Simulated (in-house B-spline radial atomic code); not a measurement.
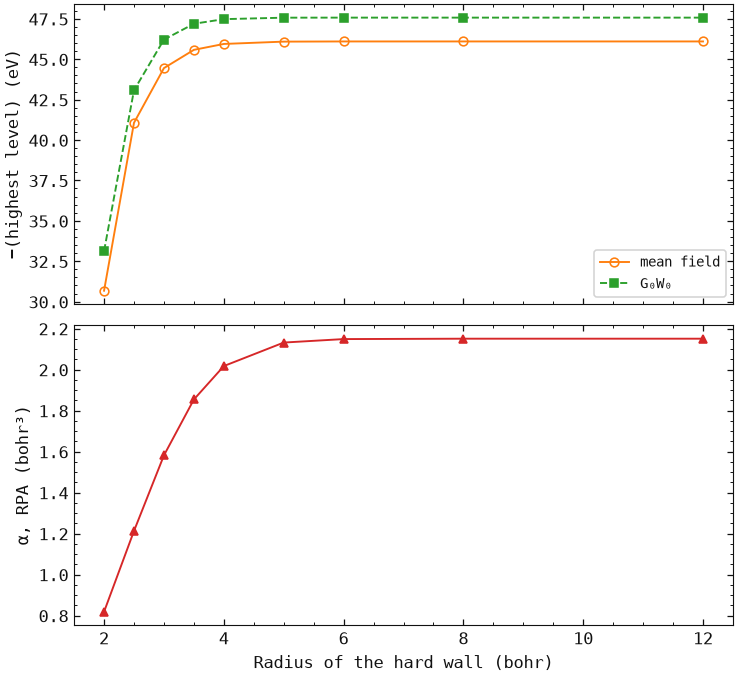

C²⁺ ([He] 2s²) confined in a hard spherical wall, Hartree-Fock start. All-electron spherical atom, non-relativistic, no spin-orbit coupling, Breit or QED terms; computed with a B-spline radial code.

What does confinement do?

Answer. As the wall closes from 12 to 2 bohr, the mean-field binding energy of 2s goes from 46.10 to 30.68 eV, and the G₀W₀ value from 47.57 (at 12 bohr) to 33.13 eV (at 2 bohr). The RPA-screened polarisability falls from 2.15 to 0.818 bohr³, and the RPA correlation energy goes from −0.1672 to −0.2001 hartree.
